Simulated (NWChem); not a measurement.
# U-r2SCAN/6-311+G(d,p) run of BH2O (SMILES B[O])

What is the vertical ionisation energy of BH2O at U-r2SCAN/6-311+G**? 

The results are computed with NWChem 7.3.0.

## (1) The system as given

The species is BH2O (4 atoms), meant as a doublet with charge 0. As SMILES, `B[O]`. The shape is that of a PBE0-D4/def2-TZVP optimisation.

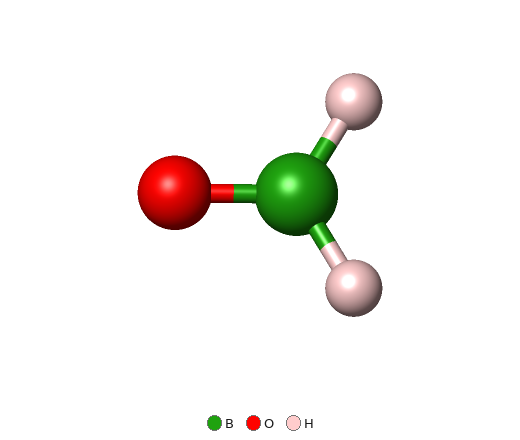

The structure, seen from a chosen angle (boron green, oxygen red, hydrogen pink).

## (2) The energy at U-r2SCAN/6-311+G(d,p)

Contents of input.nw:

```
start input
memory total 2200 mb

geometry units angstroms noautosym nocenter noautoz
   B       -0.001100      -0.010300      -0.015100
   O        1.025300      -0.340800       0.676900
   H       -1.052600      -0.587700       0.151600
   H        0.083900       0.878500      -0.833600
end

basis spherical bse
   B library 6-311+G**
   O library 6-311+G**
   H library 6-311+G**
end

dft
   xc r2scan
   mult 2
   grid lebedev 150 18
   convergence energy 1e-08
   maxiter 100
   mulliken
   print low
end

task dft energy
```

On the command line:

```sh
$ nwchem input.nw > input.out
```

The program printed:

```text
[...]
 d= 0,ls=0.0,diis     1   -101.0907553433 -1.26D+02  2.04D-02  1.76D-01     2.1
[...]
 d= 0,ls=0.0,diis    12   -101.2186330433 -7.10D-10  6.17D-08  7.99D-12    24.5
[...]
         Total DFT energy =     -101.218633043297
      One electron energy =     -187.108243445502
           Coulomb energy =       74.108144255826
    Exchange-Corr. energy =      -13.284721584367
 Nuclear repulsion energy =       25.066187730746
[...]
      Total Density - Mulliken Population Analysis
     ---------------------------------------------
    Atom       Charge   Shell Charges
 -----------   ------   -------------------------------------------------------
    1 B    5     4.99   1.13  0.85  0.50  0.67  0.97  0.39  0.35  0.01  0.01  0.11
    2 O    8     8.08   1.09  0.91  0.93  1.05  1.97  0.81  1.29 -0.00  0.02  0.01
    3 H    1     0.96   0.25  0.56  0.14  0.02
    4 H    1     0.96   0.25  0.56  0.14  0.02
[...]
      <S2> =      0.7603 (Exact =     0.7500)
[...]
```

It took 25 s on 1 thread of Intel Xeon 6975P-C (Granite Rapids), shared host; peak memory 0.13 GiB.

## (3) The singlet cation at the same level

Contents of input.nw:

```
start input
title "BH2O"
memory stack 880 mb heap 220 mb global 1100 mb
charge 1

geometry units angstrom noautosym nocenter noautoz
 B     -0.001100    -0.010300    -0.015100
 O      1.025300    -0.340800     0.676900
 H     -1.052600    -0.587700     0.151600
 H      0.083900     0.878500    -0.833600
end

basis spherical bse
 * library 6-311+G**
end

dft
 xc r2scan
 grid lebedev 150 18
 convergence energy 1e-08
 iterations 100
 mulliken
 print low
end

task dft
```

On the command line:

```sh
$ nwchem input.nw > input.out
```

The program printed:

```text
[...]
 d= 0,ls=0.0,diis     1   -100.0819103117 -1.25D+02  1.54D-01  5.56D+00     1.3
[...]
 d= 0,ls=0.0,diis    12   -100.7687731058 -2.10D-11  4.39D-08  1.61D-11    14.1
         Total DFT energy =     -100.768773105820
      One electron energy =     -181.910492714985
           Coulomb energy =       68.952514625337
    Exchange-Corr. energy =      -12.876982746919
 Nuclear repulsion energy =       25.066187730746
[...]
      Total Density - Mulliken Population Analysis
     ---------------------------------------------
    Atom       Charge   Shell Charges
 -----------   ------   -------------------------------------------------------
    1 B    5     4.90   1.13  0.85  0.48  0.74  0.95  0.38  0.26 -0.00  0.01  0.08
    2 O    8     7.71   1.09  0.91  0.90  1.10  1.89  0.80  1.11 -0.05 -0.05  0.01
    3 H    1     0.70   0.21  0.46  0.01  0.02
    4 H    1     0.70   0.21  0.46  0.01  0.02
[...]
```

Run time: 15 s. Hardware: 1 thread of Intel Xeon 6975P-C (Granite Rapids), shared host; peak memory 0.13 GiB.

## (4) Results

At U-r2SCAN/6-311+G**:

```
                                          quantity          value
                        doublet BH2O: total energy  -101.21863 Eh
                                doublet BH2O: ⟨S²⟩          0.760
                      singlet cation: total energy  -100.76877 Eh
vertical ionisation energy (to the singlet cation)      12.241 eV
```

Removing an electron at fixed nuclei costs 12.24 eV (282 kcal/mol). Only the singlet of the ionised species was computed; a triplet could lie lower. Mulliken charges (doublet BH2O) run from -0.08 on O2 to +0.04 on H3; in a basis this large or diffuse they mean little. Mulliken charges (singlet cation) run from +0.10 on B1 to +0.30 on H3; in a basis this large or diffuse they mean little.
